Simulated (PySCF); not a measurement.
The calculation's input:

```
{"job": {"kind": "uv", "xc": "CAM-B3LYP", "basis": "def2-SVPD", "nstates": 8, "ntriplets": 3}, "charge": 0, "multiplicity": 1}
C     -2.184609     0.054898    -0.054127
C     -1.083395    -0.388032     0.125679
C      0.272088    -0.844631     0.322612
Ga     1.442990     0.773710    -0.145882
H     -3.175088     0.372701    -0.193052
H      0.420253    -1.164765     1.361704
H      0.485617    -1.701820    -0.328405
H      3.033422     0.768917    -0.072028
H      0.802283     2.135016    -0.614440
```

Launched as:

```sh
OMP_NUM_THREADS=1 python probes_run.py task.json out
```

Geometry: GFN2-xTB.

All numbers below come from PySCF 2.14.0, CAM-B3LYP/def2-SVPD, SCF density, gas phase.

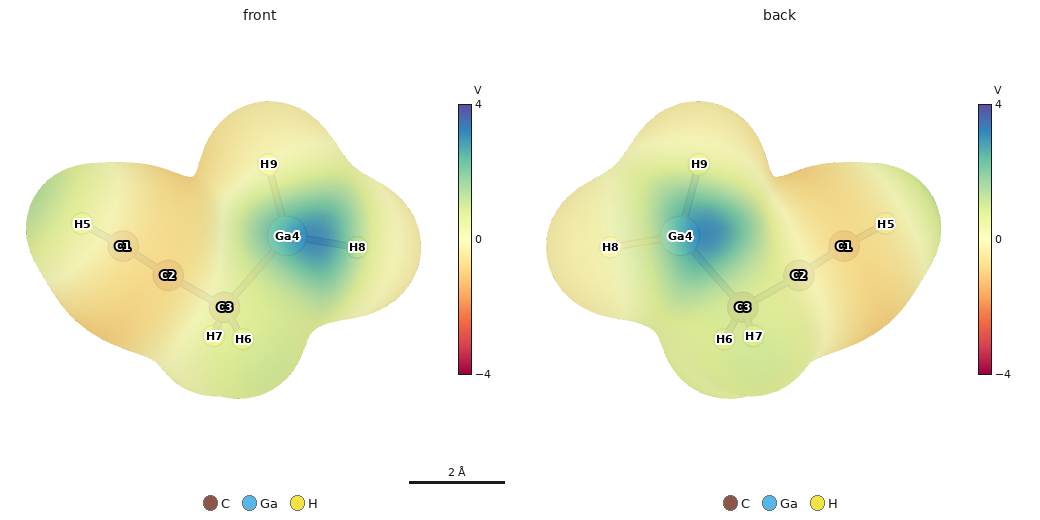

C₃H₅Ga (SMILES C#C[CH2][GaH2]). The molecular electrostatic potential painted on the density surface at 0.002 e/bohr³, seen from the front and from behind; red is negative and blue positive.

Q: Where is the surface potential most negative and most positive?

A: The most negative region (about −0.9 V) lies over C1 and C2, the most positive (about +3.2 V) over Ga4.
